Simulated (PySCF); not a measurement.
## Electronic structure of CdBi (charge +1, triplet) in real space

```tsv
atom	x (Å)	y (Å)	z (Å)
Cd	0.0000	0.0000	-1.8608
Bi	0.0000	0.0000	1.0142
```

Core potentials replace the inner electrons of Cd and Bi.

Level of theory: PBE0/def2-SVP, non-relativistic Hamiltonian with scalar-relativistic core potentials where named, at a bond length of 2.875 Å (PySCF).

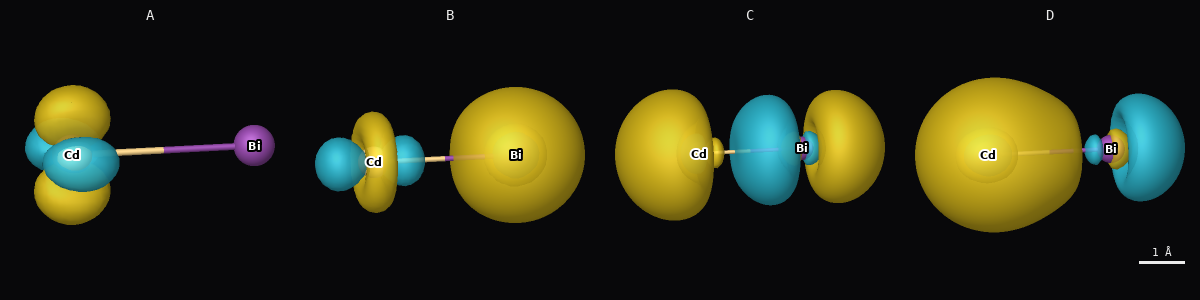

Figure 1. Four frontier β-spin orbitals, each drawn at the value that holds 80 % of its norm (yellow and cyan are the two phases), in no order; of a degenerate pair one member is drawn.

### Label each orbital by symmetry, say whether it is occupied, and order them by energy.

Orbital A: δ, occupied in this spin, −20.61 eV; almost wholly on Cd.
Orbital B: σ, occupied in this spin, −19.93 eV; shared between the atoms (Cd 35 %, Bi 65 %).
Orbital D: σ, occupied in this spin, −12.82 eV; shared between the atoms (Cd 70 %, Bi 30 %).
Orbital C: σ, empty in this spin, −8.23 eV; shared between the atoms (Cd 50 %, Bi 50 %).

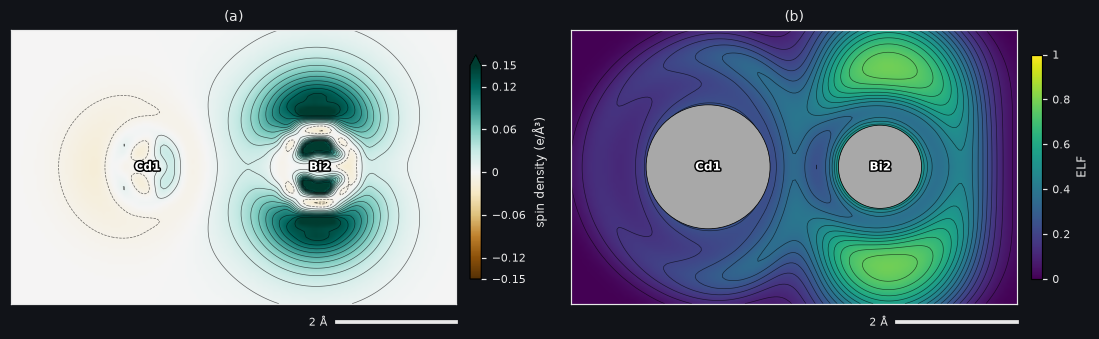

Figure 2. (a) spin density; (b) ELF on a plane that holds the molecular axis. Grey discs cover the atomic cores in the ELF map.

### Interpret the plot.

The plane passes through Cd and Bi nuclei.
Cd–Bi (2.87 Å): the ELF is about 0.35 at the midpoint.
The ELF also peaks beside Bi2, away from the bonds: non-bonding electrons, paired or unpaired.
The unpaired spin (2 electrons) lies mostly on Bi2 (about 2.0), in electrons by Hirshfeld's partition.
